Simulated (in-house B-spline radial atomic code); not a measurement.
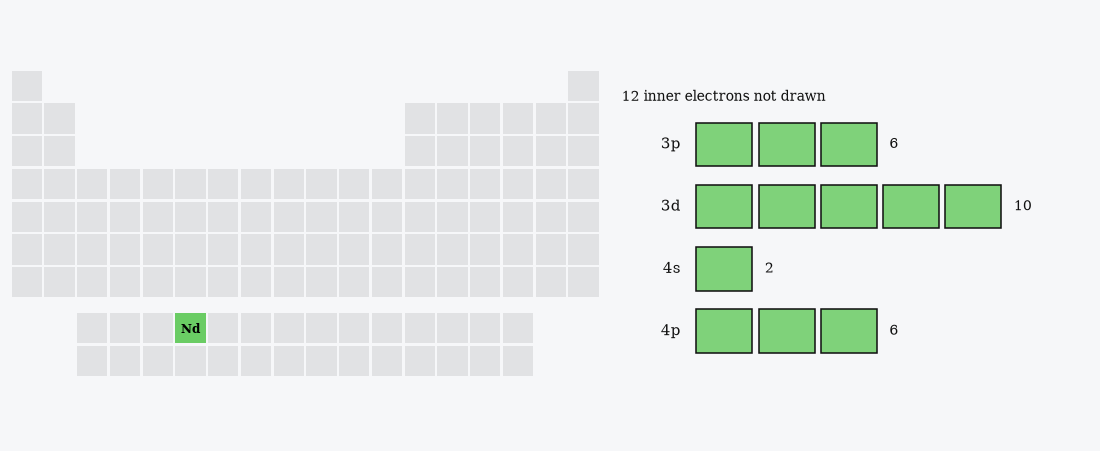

**Figure 1.** Left, the place of neodymium in the periodic table; right, the outer shells of the closed core: a box for each of the 2l + 1 orbitals, shaded by the share of the shell that is filled, with the electron count at the right.

# Many-body perturbation calculation, with input and output: Nd²²⁺

- system: Nd²²⁺, core [Ar] 3d10 4s2 4p6.
- method: configuration interaction of two valence electrons with many-body perturbation theory for the core (screened one- and two-electron correlation potentials), Breit and QED, no-pair Dirac, B-spline basis (in-house B-spline radial atomic code)

### Summary

- outcome: converged
- hardware: 1 CPU thread, shared host
- wall time: 1.8 min

### Input file
```
basis_form = 3
Z = 60
core_configuration = [Ar] 3d10 4s2 4p6
rms_radius = 4.9123
mass_number = 142
speed_of_light = 137.035999084
box_radius = 3.75
lmax = 6
intervals = 58
virtual_cutoff = 7200.0
```

Launched within a batch (the task file carries these settings):
```bash
python <driver script> task.json out
```

The program writes its results to a structured record and prints no log; tables and figures of this report are taken from that record.

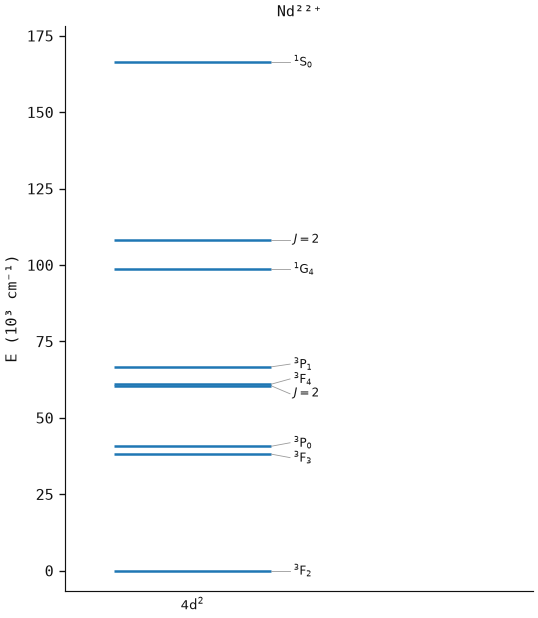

**Figure 2.** Levels of Nd²²⁺, two electrons outside the core [Ar] 3d¹⁰ 4s² 4p⁶. CI+MBPT: configuration interaction in the frozen-core Dirac–Hartree–Fock potential with screened core-valence correlation, Breit and QED terms; computed with a B-spline radial code. The lowest level is 4d² ³F₂. The first excited level, 4d² ³F₃, lies at 38,100 cm⁻¹. The ground term spreads over 61,000 cm⁻¹ in the order J = 2, 3, 4, a normal multiplet. All levels drawn have even parity, so no electric dipole line joins them. The ionisation energy is 679.0 eV, against 675.9 eV from CI without core-valence correlation and a tabulated theoretical value of 678.0 eV.

```
                           Level  E (cm⁻¹)
                         4d² ³F₂         0
                         4d² ³F₃    38,110
                         4d² ³P₀    40,690
4d² J = 2 (even, mixed, level 4)    60,460
                         4d² ³F₄    61,000
                         4d² ³P₁    66,670
                         4d² ¹G₄    98,660
4d² J = 2 (even, mixed, level 8)   108,200
                         4d² ¹S₀   166,500
```
